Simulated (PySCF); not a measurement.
Molecule: SMILES CCC[SiH2]Br (C3H9BrSi). Atoms near the plane z = 1.2 Å, at the GFN2-xTB optimised geometry (x, y, z in Å): C1 (2.1, -1.3, 0.0), C2 (0.6, -1.3, 0.0), C3 (0.0, 0.1, 0.0), Si4 (-1.9, 0.2, 0.0), Br5 (-2.5, 2.3, 0.0), H6 (2.5, -0.8, 0.9), H7 (2.5, -2.3, 0.0), H10 (0.2, -1.8, 0.9), H11 (0.4, 0.7, 0.9), H13 (-2.4, -0.4, 1.2).

Computed with PBE/def2-TZVP run with PySCF. The values are rescaled to run from 0 to 1.

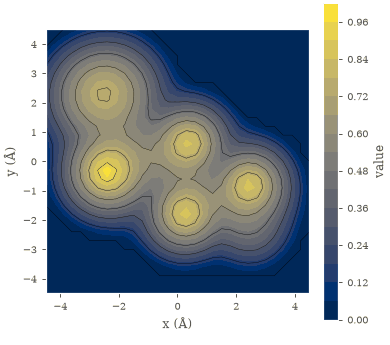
Fig. 1. a field on the plane z = 1.2 Å.

Which quantity is mapped?
A) Laplacian of the electron density
B) log10 of the electron density
C) deformation density (molecule minus spherical neutral atoms)
D) electron localisation function

B, log10 of the electron density. In full: log10 of the electron density (e/bohr³), floored at −4.
